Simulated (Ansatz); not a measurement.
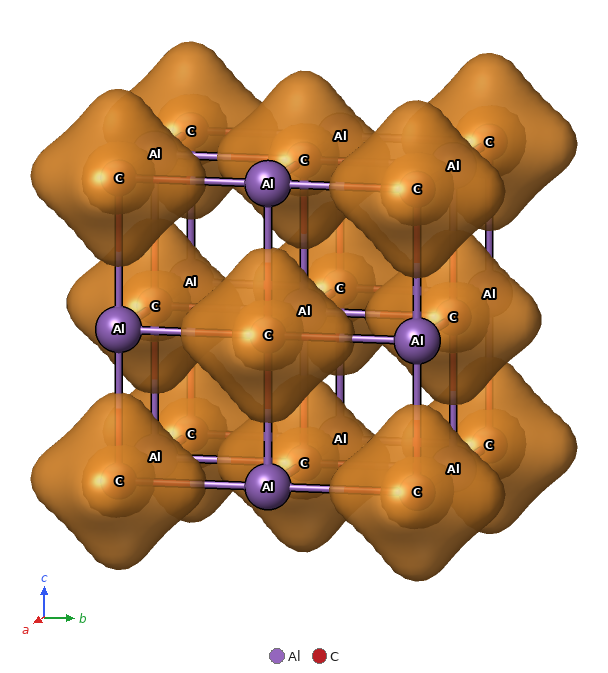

The picture shows: AlC. Isosurface of the ELF at 0.7 (orange), seen slightly off an axis. Core shells and regions of very low density are left out. Sticks mark near contacts.

Space group Fm-3m; started from the CuAu (L1_0)_123 prototype, which need not be the ambient phase; changed on purpose from its base cell (the structure that the rattled CuAu (L1 0) type (P4/mmm, No. 123) fell into); computed without spin polarisation.

Theory: Ansatz 0.2.0, DFT PBE, scalar-relativistic, plane waves, PAW.

In a PAW calculation such maps are meaningful between the atoms, not at the nuclei.

> Identify the bonds, lone pairs and shells in this picture.

At this value the surface marks out four regions on C in which the atom's valence shell and bonds are merged, counted in one cell of 8 atoms. Regions shared between cells count once. Profiles from the grid: Al–C (2.13 Å): the ELF peaks at about 0.85 in the valence shell of C, 0.8 Å from its nucleus, and is about 0.80 at the midpoint.
